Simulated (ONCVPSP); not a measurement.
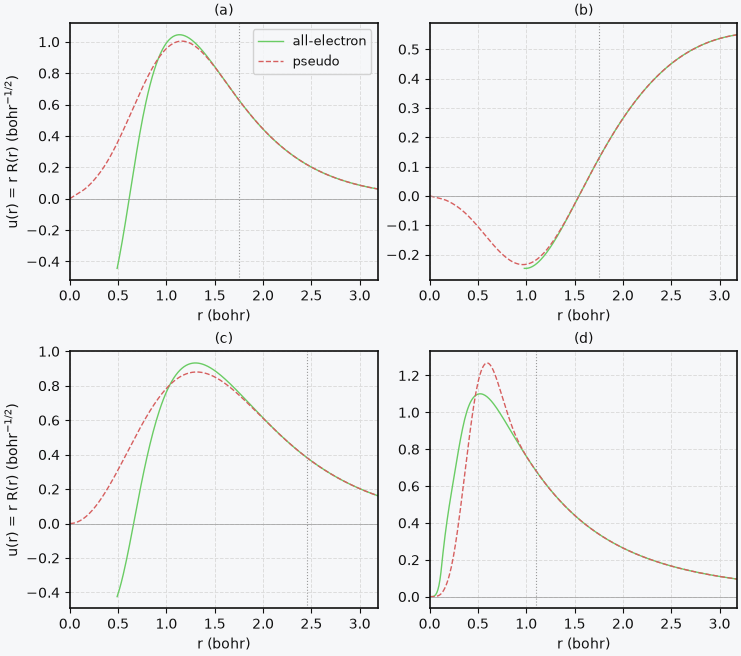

All-electron valence functions (solid) with their pseudo partners (dashed). Dotted lines mark the matching radii. The all-electron curves start outside the innermost oscillations, which aren't drawn.

ONCVPSP 4.0.1, PBE, scalar-relativistic. The levels are (a) -50.38 eV, (b) -3.79 eV, (c) -25.87 eV, (d) -3.14 eV.

**Which element and which shells are these?**

Holmium (Ho), core [Kr] 4d10, valence 4f11 5s2 5p6 6s2 (neutral): (a) 5s, (b) 6s, (c) 5p, (d) 4f.

**Are the pseudo-waves norm-conserving?**

Yes. The ONCV scheme keeps the all-electron norm inside the radius.

The potential isn't sound: its ghost test gives GHOST(-) flagged for s at -32.0 eV; GHOST(+) flagged for p at 107.0 eV.
